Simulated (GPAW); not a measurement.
# Converging the k-point mesh: Rb (Im-3m, 1 atom in the cell)

```xyz
1
Lattice="-2.8335 2.8335 2.8335 2.8335 -2.8335 2.8335 2.8335 2.8335 -2.8335" Properties=species:S:1:pos:R:3 pbc="T T T"
Rb     0.0000     0.0000     0.0000
```

Level of theory: LDA (Perdew-Wang 92), GPAW PAW datasets LDA (gpaw-data 1.0.1) (plane waves; GPAW).

Base settings: mode = pw; ecut = 600 eV; xc = LDA; kpts = 5 5 5; mesh shift (steps) = 0 0 0; occupations.name = fermi-dirac; occupations.width = 0.1 eV; nbands = -9; convergence.density = 1e-05 e/electron; convergence.energy = 1e-05 eV/electron.

The second cell is the first with its lattice scaled by 0.98.

Only quantities that move along the ladder and can be compared are tabulated.

The count of work is k-points × plane waves × bands × iterations; it is no time. Core times come from one kind of shared machine, to one figure; runs under 30 s give none.

The starting cell has typed, rounded lattice constants, without a prior relaxation at this level. Its lattice was rescaled by up to half a per cent.

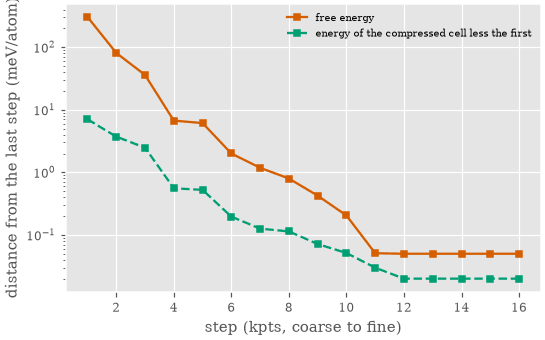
Fig. 1. Distance from the last step along the ladder; very small values are drawn at a floor.

| kpts | free energy less the last step's (meV/atom) | energy of the compressed cell less the first (meV/atom) | pressure (GPa) | count of work / last | core time / last (rough) |
|---|---|---|---|---|---|
| 2 2 2 | 304.52 | -18.86 | -0.57 | 0.0054 | – |
| 3 3 3 | -81.06 | -15.53 | -0.53 | 0.0095 | – |
| 4 4 4 | 36.01 | -9.33 | -0.36 | 0.015 | – |
| 5 5 5 | -6.71 | -12.36 | -0.44 | 0.018 | – |
| 6 6 6 | 6.13 | -11.28 | -0.41 | 0.029 | – |
| 7 7 7 | -2.00 | -12.00 | -0.43 | 0.036 | – |
| 9 9 9 | -1.18 | -11.93 | -0.43 | 0.062 | – |
| 10 10 10 | 0.80 | -11.69 | -0.42 | 0.084 | – |
| 11 11 11 | -0.42 | -11.87 | -0.43 | 0.15 | 0.2 |
| 12 12 12 | 0.20 | -11.75 | -0.43 | 0.13 | 0.2 |
| 13 13 13 | -0.05 | -11.83 | -0.43 | 0.15 | 0.2 |
| 15 15 15 | 0.02 | -11.81 | -0.43 | 0.21 | 0.2 |
| 16 16 16 | -0.02 | -11.80 | -0.43 | 0.26 | 0.2 |
| 18 18 18 | -0.01 | -11.80 | -0.43 | 0.35 | 0.3 |
| 20 20 20 | -0.01 | -11.80 | -0.43 | 0.46 | 0.4 |
| 22 22 22 | 0.00 | -11.80 | -0.43 | 0.59 | 0.5 |
| 27 27 27 | 0.00 | -11.80 | -0.43 | 1.0 | 1 |

Coarsest kpts that holds the pressure within 0.05 GPa of the last step, with all finer ones: 5 5 5, at 0.018 of the last step's count of work; the step before is off by 0.07 GPa.

Coarsest kpts that holds the energy of the compressed cell less the first within 1 meV/atom of the last step, with all finer ones: 5 5 5, at 0.018 of the last step's count of work; the step before is off by 2.5 meV/atom.

Coarsest kpts that holds the free energy within 0.5 meV/atom of the last step, with all finer ones: 11 11 11, at 0.15 of the last step's count of work and about 0.2 of the last step's time; the step before is off by 0.80 meV/atom.

The energy difference between the two cells stays within 1 meV/atom of the last step's from 5 5 5 on, the total only from 10 10 10 on: much of the error is common to both cells and cancels.
